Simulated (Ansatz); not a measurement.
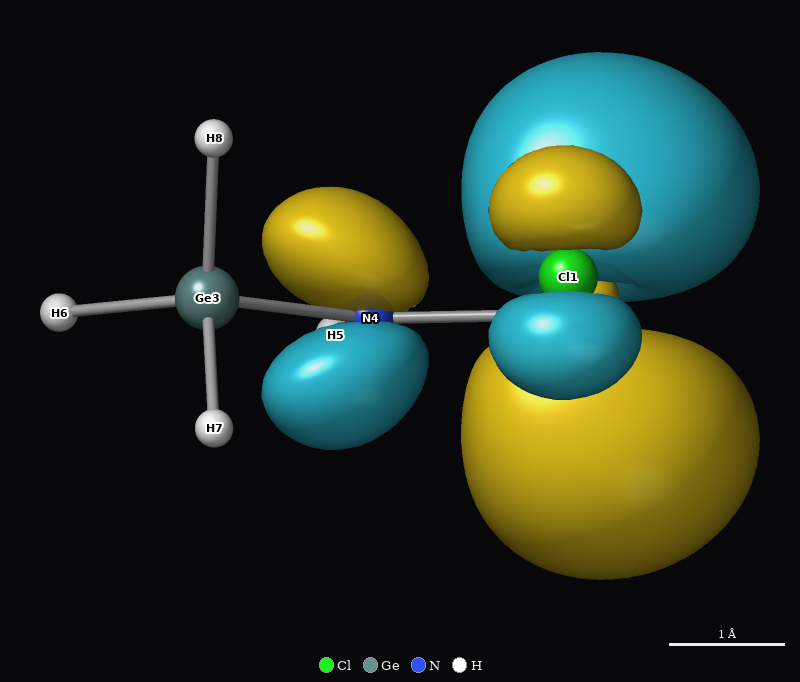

*ClGe$_{2}$H$_{4}$N (SMILES [Cl]/[Ge-]=[NH+]\[GeH3]). The LUMO at ±0.1 Å⁻³ᐟ² (yellow and cyan are the two phases), seen from one side.*

Geometry: PBE-D3(BJ)/def2-SVP.

Level of theory: isolated molecule in a Gaussian basis; Kohn-Sham density functional theory, functional PBE0 in Ansatz 0.2.0.

The calculation's input:

```
crystal:
  periodic: [false, false, false]
  atoms:
    - {symbol: Cl, position_ang: [-1.331127, 0.739131, -0.096054]}
    - {symbol: Ge, position_ang: [-1.789971, -0.686364, -1.773285]}
    - {symbol: Ge, position_ang: [1.516224, 0.042029, -1.790964]}
    - {symbol: "N", position_ang: [-0.060866, -0.790022, -2.395608]}
    - {symbol: H, position_ang: [0.076141, -1.402606, -3.210479]}
    - {symbol: H, position_ang: [2.624884, -0.465944, -2.754280]}
    - {symbol: H, position_ang: [1.378949, 1.578721, -1.893505]}
    - {symbol: H, position_ang: [1.824546, -0.394787, -0.340070]}
basis:
  gaussian:
    orbitals: def2-TZVPD
total_charge: 0
hamiltonian:
  xc: pbe0
output: {forces: true, orbitals: {seedname: orbitals}}
```

Launched as:

```sh
ansatz run input.yaml --threads 2 --pin off --max-ram 4350MiB --events-out events.jsonl --progress --plain --runs-dir runs
```

### What is the character of this orbital?

It lies mainly on Ge2 (about 75 %), N4 (about 10 %) and Cl1 (about 10 %). Its energy is −2.05 eV.
